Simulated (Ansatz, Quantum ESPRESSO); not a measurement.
# Work-function anisotropy of Fe, part 3 of 7

Aim: the work function of the low-index faces of Fe, their order, and how far the functional matters.

Quantum ESPRESSO 7.5; plane-wave DFT, PBE, GBRV ultrasoft pseudopotentials; geometry and cross-check by Ansatz 0.2.0 with PAW datasets.

So far. Step 2 (Geometry from Ansatz of (110)): The relaxation lowers the energy by 3 meV an atom. Held were the atoms numbered 3, 4 and 5; the forces quoted are those on the free ones.

## 5. Ground state of (110), LDA

The same atoms under a second functional.

Level of this step: plane-wave DFT, LDA, GBRV ultrasoft pseudopotentials (Quantum ESPRESSO 7.5).

110.lda.in

```
&control
  prefix = '110.lda'
  outdir = './out'
  pseudo_dir = './pseudo'
  calculation = 'scf'
  tprnfor = .true.
/
&system
  ibrav = 0
  nat = 7
  ntyp = 1
  ecutwfc = 40
  ecutrho = 200
  occupations = 'smearing'
  smearing = 'mv'
  degauss = 0.02
  nspin = 2
  starting_magnetization(1) = 0.42
/
&electrons
  conv_thr = 1e-07
  mixing_beta = 0.4
  electron_maxstep = 120
  mixing_mode = 'local-TF'
/
ATOMIC_SPECIES
  Fe  55.8450  fe_lda_v1.5.uspp.F.UPF
CELL_PARAMETERS angstrom
  2.02939646200000 -1.43500000000000 0.00000000000000
  2.02939646200000 1.43500000000000 0.00000000000000
  0.00000000000000 0.00000000000000 28.17637877200000
ATOMIC_POSITIONS crystal
  Fe  0.000000000000 0.000000000000 0.287385427673
  Fe  0.500000000000 0.500000000000 0.357299332315
  Fe  0.000000000000 0.000000000000 0.427975256200
  Fe  0.500000000000 0.500000000000 0.500000000000
  Fe  0.000000000000 0.000000000000 0.572024743800
  Fe  0.500000000000 0.500000000000 0.642700601763
  Fe  0.000000000000 0.000000000000 0.712614468973
K_POINTS automatic
  12 12 1 0 0 0
```

Run with:

```bash
$ OMP_NUM_THREADS=1 mpirun -n 4 pw.x -nk 4 -in 110.lda.in > 110.lda.out
```

Numbers of over 12 decimals in the logs are rounded to 6 here.

Log:

```text
[banner, memory and clock lines left out]
Program PWSCF v.7.5 starts
[...]
Message from routine setup:
[...]
number of electrons       =       112.00
     number of Kohn-Sham states=           67
     kinetic-energy cutoff     =      40.0000  Ry
     charge density cutoff     =     200.0000  Ry
[...]
number of k points=    43  Marzari-Vanderbilt smearing, width (Ry)=  0.0200
[...]
Dense  grid:    53007 G-vectors     FFT dimensions: (  24,  24, 240)
[...]
negative rho (up, down):  2.697E-04 1.102E-04
     Starting wfcs are   91 randomized atomic wfcs
[...]
negative rho (up, down):  1.554E-02 8.616E-03
[...]
estimated scf accuracy    <      18.60246918 Ry
     total magnetization       =    20.29 Bohr mag/cell
     absolute magnetization    =    20.93 Bohr mag/cell
[...]
negative rho (up, down):  2.271E-02 1.704E-02
[...]
estimated scf accuracy    <       4.49616965 Ry
     total magnetization       =    19.96 Bohr mag/cell
     absolute magnetization    =    20.44 Bohr mag/cell
[...]
negative rho (up, down):  1.871E-02 1.485E-02
[...]
estimated scf accuracy    <       1.38635965 Ry
     total magnetization       =    18.28 Bohr mag/cell
     absolute magnetization    =    18.77 Bohr mag/cell
[...]
negative rho (up, down):  1.554E-02 1.304E-02
[...]
estimated scf accuracy    <       0.67266013 Ry
     total magnetization       =    18.43 Bohr mag/cell
     absolute magnetization    =    19.01 Bohr mag/cell
[...]
negative rho (up, down):  9.231E-03 8.912E-03
[...]
estimated scf accuracy    <       0.25281638 Ry
     total magnetization       =    18.34 Bohr mag/cell
     absolute magnetization    =    18.99 Bohr mag/cell
[...]
negative rho (up, down):  7.455E-03 7.330E-03
[...]
estimated scf accuracy    <       0.05477878 Ry
     total magnetization       =    17.34 Bohr mag/cell
     absolute magnetization    =    18.00 Bohr mag/cell
[...]
negative rho (up, down):  7.411E-03 7.287E-03
[...]
estimated scf accuracy    <       0.06069124 Ry
     total magnetization       =    16.84 Bohr mag/cell
     absolute magnetization    =    17.45 Bohr mag/cell
[...]
negative rho (up, down):  6.819E-03 6.740E-03
[...]
estimated scf accuracy    <       0.04727917 Ry
     total magnetization       =    16.84 Bohr mag/cell
     absolute magnetization    =    17.44 Bohr mag/cell
[...]
negative rho (up, down):  5.166E-03 5.198E-03
[...]
estimated scf accuracy    <       0.02365729 Ry
     total magnetization       =    16.71 Bohr mag/cell
     absolute magnetization    =    17.29 Bohr mag/cell
[...]
negative rho (up, down):  4.898E-03 4.916E-03
[...]
estimated scf accuracy    <       0.00353077 Ry
     total magnetization       =    16.36 Bohr mag/cell
     absolute magnetization    =    16.89 Bohr mag/cell
[...]
negative rho (up, down):  4.279E-03 4.278E-03
[...]
estimated scf accuracy    <       0.00234606 Ry
     total magnetization       =    16.36 Bohr mag/cell
     absolute magnetization    =    16.87 Bohr mag/cell
[...]
negative rho (up, down):  3.781E-03 3.761E-03
[...]
estimated scf accuracy    <       0.00159887 Ry
     total magnetization       =    16.35 Bohr mag/cell
     absolute magnetization    =    16.84 Bohr mag/cell
[...]
negative rho (up, down):  3.262E-03 3.284E-03
[...]
estimated scf accuracy    <       0.00029373 Ry
     total magnetization       =    16.39 Bohr mag/cell
     absolute magnetization    =    16.88 Bohr mag/cell
[...]
negative rho (up, down):  1.616E-03 1.816E-03
[...]
estimated scf accuracy    <       0.00029415 Ry
     total magnetization       =    16.42 Bohr mag/cell
     absolute magnetization    =    16.90 Bohr mag/cell
[...]
negative rho (up, down):  8.956E-04 1.153E-03
[...]
estimated scf accuracy    <       0.00072784 Ry
     total magnetization       =    16.38 Bohr mag/cell
     absolute magnetization    =    16.86 Bohr mag/cell
[...]
negative rho (up, down):  5.770E-04 8.389E-04
[...]
estimated scf accuracy    <       0.00030676 Ry
     total magnetization       =    16.40 Bohr mag/cell
     absolute magnetization    =    16.88 Bohr mag/cell
[...]
negative rho (up, down):  5.501E-04 8.115E-04
[...]
estimated scf accuracy    <       0.00000579 Ry
     total magnetization       =    16.43 Bohr mag/cell
     absolute magnetization    =    16.91 Bohr mag/cell
[...]
negative rho (up, down):  5.569E-04 8.189E-04
[...]
estimated scf accuracy    <       0.00000516 Ry
     total magnetization       =    16.43 Bohr mag/cell
     absolute magnetization    =    16.91 Bohr mag/cell
[...]
negative rho (up, down):  5.516E-04 8.122E-04
[...]
estimated scf accuracy    <       0.00000226 Ry
     total magnetization       =    16.42 Bohr mag/cell
     absolute magnetization    =    16.90 Bohr mag/cell
[...]
negative rho (up, down):  5.593E-04 8.206E-04
[...]
estimated scf accuracy    <       0.00000085 Ry
     total magnetization       =    16.42 Bohr mag/cell
     absolute magnetization    =    16.90 Bohr mag/cell
[...]
negative rho (up, down):  5.659E-04 8.277E-04
[...]
estimated scf accuracy    <       0.00000014 Ry
     total magnetization       =    16.42 Bohr mag/cell
     absolute magnetization    =    16.90 Bohr mag/cell
[...]
negative rho (up, down):  5.659E-04 8.281E-04
[...]
estimated scf accuracy    <       0.00000021 Ry
     total magnetization       =    16.42 Bohr mag/cell
     absolute magnetization    =    16.90 Bohr mag/cell
[...]
negative rho (up, down):  5.714E-04 8.339E-04
[...]
estimated scf accuracy    <       0.00000017 Ry
     total magnetization       =    16.42 Bohr mag/cell
     absolute magnetization    =    16.90 Bohr mag/cell
[...]
negative rho (up, down):  5.745E-04 8.373E-04
[...]
the Fermi energy is     6.1342 ev
!    total energy              =   -1751.94869151 Ry
     estimated scf accuracy    <       0.00000006 Ry
     smearing contrib. (-TS)   =       0.00772877 Ry
     internal energy E=F+TS    =   -1751.95642028 Ry
[...]
one-electron contribution =  -18041.29268940 Ry
     hartree contribution      =    9038.62782801 Ry
     xc contribution           =    -201.54879937 Ry
     ewald contribution        =    7452.25724048 Ry
     total magnetization       =    16.42 Bohr mag/cell
     absolute magnetization    =    16.90 Bohr mag/cell
     convergence has been achieved in  24 iterations
     negative rho (up, down):  5.745E-04 8.373E-04
[...]
Total force =     0.038812     Total SCF correction =     0.002215
[...]
```

Elapsed: 4.1 min, on 4 MPI ranks of Arm Neoverse V2, shared host; peak memory 0.88 GiB.

Read from the output:

```
free energy            : -23836.4763 eV
Fermi energy           : 6.134 eV
magnetization          : 16.42 μB
absolute magnetization : 16.9 μB
site moments           : 2.551, 2.293, 2.233, 2.244, 2.233, 2.293, 2.551 μB
```

## 6. Potential by pp.x of (110)

110.lda.pot.in

```
&inputpp
  prefix = '110.lda'
  outdir = './out'
  filplot = '110.lda.pot.dat'
  plot_num = 11
/
```

Run with:

```bash
$ OMP_NUM_THREADS=1 mpirun -n 4 pp.x -in 110.lda.pot.in > 110.lda.pot.out
```

It took 0.78 s on 4 MPI ranks; peak memory 0.1 GiB; 2.9 s of CPU time.

Numbers from this step:

| Quantity | Value |
| --- | --- |
| work function of the upper face | 5.068 eV |
| slope of the potential above | 1.83e-4 eV/Å |
| upper vacuum line continued to the top atoms, over the Fermi level | 5.067 eV |
| work function of the lower face | 5.067 eV |
| slope of the potential below | -2.56e-4 eV/Å |
| lower vacuum line continued to the bottom atoms, over the Fermi level | 5.066 eV |

On (110) the work function under LDA lies +0.32 eV from PBE's.

## 7. Geometry from Ansatz of (100)

Level of this step: plane-wave DFT, PBE, Ansatz PAW (Ansatz 0.2.0).

System of this step: Fe(100), 5 layers. The cell holds 5 atoms: 5 Fe. Its edges and angles: a = 2.870 Å, b = 2.870 Å, c = 21.740 Å, α = 90.0°, β = 90.0°, γ = 90.0°. It derives from Fe. Vacuum lies along c.

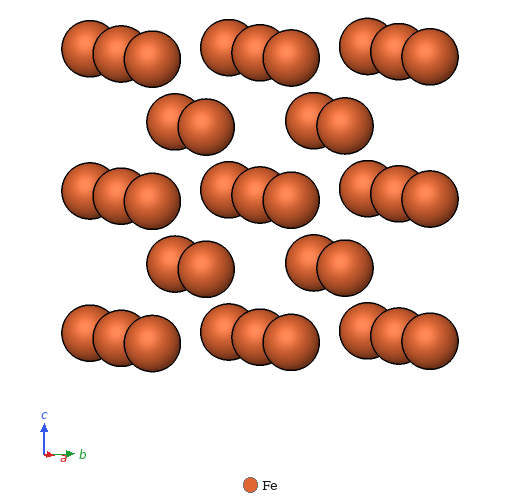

The cell of this step (iron orange). 2×2×1 cells are drawn. Some periodic images of atoms are drawn too.

input.yaml

```yaml
crystal:
  lattice:
    - [2.87, 0.0, 0.0]
    - [0.0, 2.87, 0.0]
    - [0.0, 0.0, 21.74]
  atoms:
    - { symbol: Fe, position: [0.0, 0.0, 0.3679852806], spin: 2.5 }
    - { symbol: Fe, position: [0.5, 0.5, 0.4339926403], spin: 2.5 }
    - { symbol: Fe, position: [0.0, 0.0, 0.5], spin: 2.5 }
    - { symbol: Fe, position: [0.5, 0.5, 0.5660073597], spin: 2.5 }
    - { symbol: Fe, position: [0.0, 0.0, 0.6320147194], spin: 2.5 }
magnetization:
  spin_polarized: true
kpoints:
  mp_grid: { grid: [10, 10, 1] }
hamiltonian:
  xc: pbe
scf:
  occupations: { method: fermi_dirac, width: 0.1 }
  convergence: { dr2_threshold: 1.0e-08 }
efield:
  axis: 3
  dipole_correction: true
  ramp_position: 0.97
  ramp_width: 0.04
relax:
  f_tol: 0.01
  constraints: [{ sites: [2] }]
output:
  write_potential: true
  write_density: true
  volumetric_format: npy
```

Run with:

```bash
$ ansatz run input.yaml --threads 4 --pin off --max-ram 16384MiB --backend cpu --events-out ev --progress --plain --runs-dir out
```

Log:

```text
[...]
Crystal: 5 atoms, lattice volume = 179.070 Å³
Basis set: ecut = 420 eV, 3509 PW (Γ), exchange–correlation on 40×40×300 points (8 copies of the dense FFT grid, shifted against one another)
Bands: 56, of which v1, the nominal top of the filled ones, is band 40 counted from 1 (39 counted from 0)
Symmetry: 8 space group operations
k-points: 21 of 100
[...]
Starting moments: Σ|m| = 12.5 μB on 5 of 5 sites
[...]
SCF iter   1: F=—  HF=-22399.020125 eV  |F-HF|=—  |Δ(HF+E_count)|=         —  Δρ=4.57e-2 (↑1.89e-2 ↓4.57e-2)  dr2=1.35e1  dr2_m=1.15e0  M=12.631 μB ∫|m|=12.766 μB  β_m=1.00  ethr=3.10e-3  p=0.000 e·Å  D=5.21e-8 V/Å  ΔV_dip=-0.00 eV  dr2_dipole=7.19e-10  V_vac-E_F(+/−)=7.33/7.33 eV  ⟨swp⟩=10.5  Hψ=11837  notcnv=0  defer=24
[...]
SCF iter  15: F=-22399.880314 eV  HF=-22399.880314 eV  |F-HF|=3.54e-9  |Δ(HF+E_count)|=   1.06e-9  Δρ=9.31e-7 (↑5.86e-7 ↓9.31e-7)  dr2=4.05e-9  dr2_m=2.10e-10  M=13.340 μB ∫|m|=13.921 μB  ethr=1.04e-11  p=0.000 e·Å  D=5.55e-7 V/Å  ΔV_dip=-0.00 eV  dr2_dipole=6.57e-11  V_vac-E_F(+/−)=3.84/3.84 eV  ⟨swp⟩=6.6  Hψ=13352  notcnv=0
SCF 1 converged in 15 iterations: F = -22399.880314 eV  dr2 = 4.05e-9
[...]
relax step   1: F+E_penalty+E_count = -22399.88031430 eV  Δ(F+E_penalty+E_count) = +0.000e0 eV  max|allowed force component| = 4.526e-1 eV/Å  Δτ_max = 0.0000 Å  (15 SCF iters, accepted)
[...]
SCF iter  12: F=-22399.909760 eV  HF=-22399.909760 eV  |F-HF|=4.11e-10  |Δ(HF+E_count)|=  1.56e-10  Δρ=3.69e-7 (↑2.28e-7 ↓3.69e-7)  dr2=6.41e-10  dr2_m=1.66e-11  M=13.249 μB ∫|m|=13.807 μB  ethr=5.00e-12  p=0.000 e·Å  D=6.27e-7 V/Å  ΔV_dip=-0.00 eV  dr2_dipole=1.17e-14  V_vac-E_F(+/−)=3.84/3.84 eV  ⟨swp⟩=6.5  Hψ=12018  notcnv=0
SCF 2 converged in 12 iterations: F = -22399.909760 eV  dr2 = 6.41e-10
[...]
relax step   2: F+E_penalty+E_count = -22399.90976039 eV  Δ(F+E_penalty+E_count) = -2.945e-2 eV  max|allowed force component| = 2.533e-1 eV/Å  Δτ_max = 0.0443 Å  (12 SCF iters, accepted)
SCF iter   1: F=—  HF=-22399.912506 eV  |F-HF|=—  |Δ(HF+E_count)|=         —  Δρ=4.64e-3 (↑3.80e-3 ↓4.64e-3)  dr2=2.47e-2  dr2_m=2.66e-2  M=13.185 μB ∫|m|=13.724 μB  β_m=1.00  ethr=3.89e-4  p=0.000 e·Å  D=1.50e-8 V/Å  ΔV_dip=-0.00 eV  dr2_dipole=1.80e-10  V_vac-E_F(+/−)=3.83/3.83 eV  ⟨swp⟩=4.7  Hψ=5969  notcnv=0  defer=105
[...]
SCF iter  12: F=-22399.921709 eV  HF=-22399.921709 eV  |F-HF|=6.80e-10  |Δ(HF+E_count)|=  3.89e-10  Δρ=3.21e-7 (↑3.21e-7 ↓2.51e-7)  dr2=5.27e-10  dr2_m=2.02e-11  M=13.162 μB ∫|m|=13.697 μB  ethr=1.00e-12  p=0.000 e·Å  D=2.10e-7 V/Å  ΔV_dip=-0.00 eV  dr2_dipole=6.78e-13  V_vac-E_F(+/−)=3.85/3.85 eV  ⟨swp⟩=5.8  Hψ=12674  notcnv=0
SCF 3 converged in 12 iterations: F = -22399.921709 eV  dr2 = 5.27e-10
relax step   3: F+E_penalty+E_count = -22399.92170938 eV  Δ(F+E_penalty+E_count) = -1.195e-2 eV  max|allowed force component| = 2.268e-2 eV/Å  Δτ_max = 0.0478 Å  (12 SCF iters, accepted)
SCF iter   1: F=—  HF=-22399.921730 eV  |F-HF|=—  |Δ(HF+E_count)|=         —  Δρ=3.40e-4 (↑3.17e-4 ↓3.40e-4)  dr2=1.12e-4  dr2_m=1.58e-4  M=13.168 μB ∫|m|=13.704 μB  β_m=1.00  ethr=1.96e-6  p=0.000 e·Å  D=2.74e-7 V/Å  ΔV_dip=-0.00 eV  dr2_dipole=1.27e-11  V_vac-E_F(+/−)=3.86/3.86 eV  ⟨swp⟩=3.1  Hψ=4774  notcnv=0  defer=103
[...]
SCF iter   9: F=-22399.921797 eV  HF=-22399.921797 eV  |F-HF|=5.99e-9  |Δ(HF+E_count)|=   1.28e-9  Δρ=1.17e-6 (↑8.29e-7 ↓1.17e-6)  dr2=6.36e-9  dr2_m=1.02e-10  M=13.169 μB ∫|m|=13.706 μB  ethr=5.20e-12  p=0.000 e·Å  D=2.50e-7 V/Å  ΔV_dip=-0.00 eV  dr2_dipole=1.37e-14  V_vac-E_F(+/−)=3.85/3.85 eV  ⟨swp⟩=6.6  Hψ=12903  notcnv=0
SCF 4 converged in 9 iterations: F = -22399.921797 eV  dr2 = 6.36e-9
relax step   4: F+E_penalty+E_count = -22399.92179706 eV  Δ(F+E_penalty+E_count) = -8.767e-5 eV  max|allowed force component| = 2.745e-4 eV/Å  Δτ_max = 0.0038 Å  (9 SCF iters, accepted)
NSCF: frozen V_eff on 21 k-points
[...]
SCF converged after 9 iterations
Magnetization: 13.1694 μB (46.5847 up, 33.4153 down)
Absolute magnetization: 13.7067 μB (∫|ρ↑−ρ↓|, with the PAW one-centre terms)
[...]
Per-site moments (μB) at R_I (Å): [(2.922686, 1.004804), (2.313481, 1.004804), (2.532132, 1.025151), (2.313482, 1.004804), (2.922686, 1.004804)]
Free energy (F): -22399.921797 eV
[...]
Internal energy: -22399.742488 eV  (E = F + TS)
E sigma→0 (E₀):  -22399.832142 eV
Entropy (-TS):   -0.179309 eV (-35.862 meV/atom)
Fermi energy:    3.434061 eV
Dipole field:    D = 0.000000 V/Å  (p = 0.000000 e·Å, saw-weighted, corrected)
Work function:   Φ+ = 3.8523 eV   Φ− = 3.8523 eV
[...]
--- Forces (eV/Å), atoms counted from 1 ---
  atom   1  Fe     0.00000000     0.00000000     0.00025321
  atom   2  Fe    -0.00000000     0.00000000     0.00027393
  atom   3  Fe     0.00000000     0.00000000     0.00000183
  atom   4  Fe    -0.00000000     0.00000000    -0.00027453
  atom   5  Fe     0.00000000     0.00000000    -0.00025465
  max |Σ_I F_I| component: 2.11e-7 eV/Å
--- Band table (eV; the first three rows and the last of 42) ---
  k-point 0 ↑: bands = [... 36 lower, 1.3527, 1.4607, 1.5415, 1.8902, 2.0340, 2.0879, 2.0879, 2.4726, ... 12 higher]
  k-point 1 ↑: bands = [... 36 lower, 1.5233, 1.5802, 1.5955, 1.7490, 2.0505, 2.0776, 2.3910, 2.4503, ... 12 higher]
  k-point 2 ↑: bands = [... 36 lower, 1.6462, 1.7340, 1.8216, 1.9968, 2.0624, 2.0807, 2.4779, 2.4823, ... 12 higher]
  k-point 20 ↓: bands = [... 36 lower, 4.7657, 5.1059, 5.2453, 5.2636, 5.2696, 5.3299, 5.3484, 5.4166, ... 12 higher]
--- Relaxed structure (4 steps of the walk, 4 accepted, 0 SCFs on fresh bases) ---
  F+E_penalty+E_count = -22399.92179706 eV   max|allowed force component| = 2.745e-4 eV/Å
  atoms:
    - { symbol: Fe, position: [0, 0.0, 0.372043] }
    - { symbol: Fe, position: [0.5, 0.5, 0.434015] }
    - { symbol: Fe, position: [0.0, 0.0, 0.500000] }
    - { symbol: Fe, position: [0.5, 0.5, 0.565985] }
    - { symbol: Fe, position: [0, 0.0, 0.627957] }
```

Run time: 57 s. Hardware: 4 threads; peak memory 0.69 GiB; 3.6 min of CPU time.

Relaxation path:

```
step  energy less that of the first step (eV)  largest force component (eV/Å)
   1                                   0.0000                          0.4526
   2                                  -0.0294                          0.2533
   3                                  -0.0414                          0.0227
   4                                  -0.0415                          0.0003
```

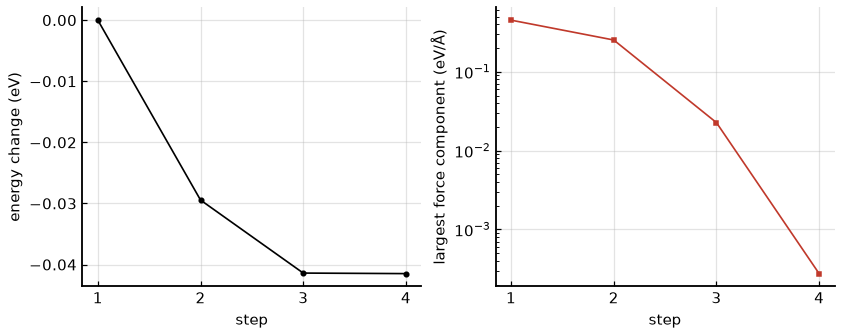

Energy and largest force along the relaxation.

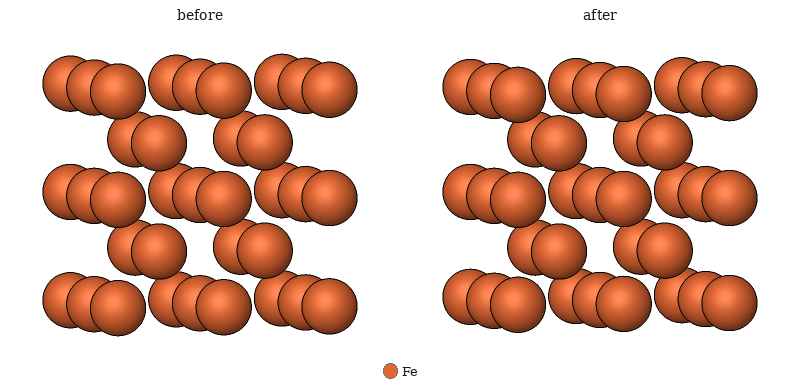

Before and after, at one scale.

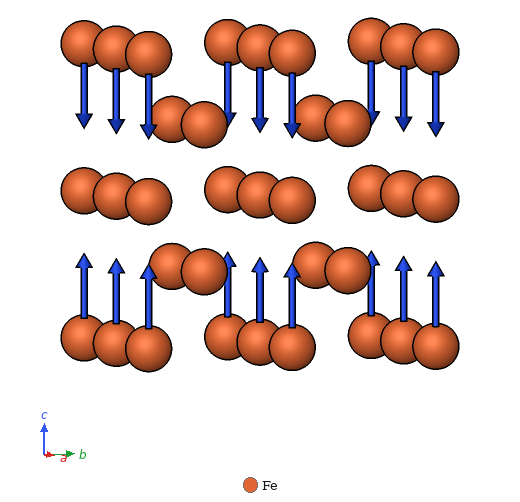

Displacements in the relaxation, exaggerated; the longest in the cell stands for 0.09 Å. 2×2×1 cells are drawn. Some periodic images of atoms are drawn too.

The atoms that moved most (Å):

```
atom     dx     dy      dz  length
 Fe1  0.000  0.000   0.088   0.088
 Fe5  0.000  0.000  -0.088   0.088
```

Final coordinates:

```xyz
5
Lattice="2.8700 0.0000 0.0000 0.0000 2.8700 0.0000 0.0000 0.0000 21.7400" Properties=species:S:1:pos:R:3
Fe    0.0000    0.0000    8.0882
Fe    1.4350    1.4350    9.4355
Fe    0.0000    0.0000   10.8700
Fe    1.4350    1.4350   12.3045
Fe    0.0000    0.0000   13.6518
```

The relaxation lowers the energy by 8 meV an atom. Held were the atoms numbered 3; the forces quoted are those on the free ones.

Read from the output:

```
free energy                     : -22399.9218 eV
energy at zero smearing         : -22399.8321 eV
smearing term TS                : 0.1793 eV
Fermi energy                    : 3.434 eV
magnetization                   : 13.17 μB
absolute magnetization          : 13.71 μB
site moments                    : 2.923, 2.313, 2.532, 2.313, 2.923 μB
symmetry operations             : 8
work function of the upper face : 3.852 eV
work function of the lower face : 3.852 eV
dipole along the normal         : 4.12e-7 e·Å
```

[end of part 3 of 7]

[Logs are printed without paths, hosts, clocks, repeated set-up lines and the standing remarks that a program may print on its own settings, such as how far it seeks lower states.]

[Hosts, paths, dates, database ids (printed as entryN), source tags and the programs' standing remarks are cut or masked in the printed files.]

[Maps of the electrostatic potential energy from Ansatz leave out the sawtooth potential of an applied field or a dipole correction, so their vacuum need not be flat; planar profiles and work functions include it.]
